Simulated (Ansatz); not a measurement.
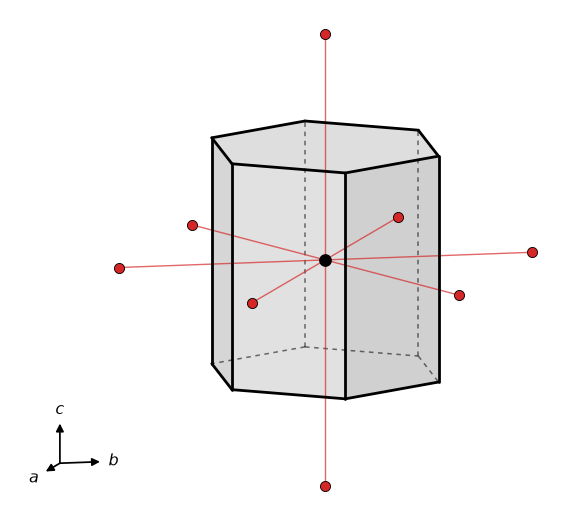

For CuB2, the geometry relaxed with DFT PBEsol, scalar-relativistic, plane waves, PAW (Ansatz); the starting structure was generated, so it need not be a known form of this composition: the Wigner–Seitz cell of the crystal's lattice, with lines to the lattice points that define its faces. All values are computed from the atomic coordinates in the standard setting (tolerance 0.002 Å).

a = 2.976 Å, b = 2.976 Å, c = 3.288 Å, α = 90.00°, β = 90.00°, γ = 120.00°; lattice centring P.

Q: Which of Fedorov's five parallelohedra is it?

A: A hexagonal prism: 8 faces (6 with 4 edges, 2 with 6 edges), 18 edges, 12 vertices. Its volume is that of the primitive cell, 25.2 Å³.

Q: Which lattice vectors do the faces bisect?

A:
```tsv
example	length (Å)	faces	edges of each	area (Å²)
a + b	2.98	6	4	5.7
c	3.29	2	6	7.7
```
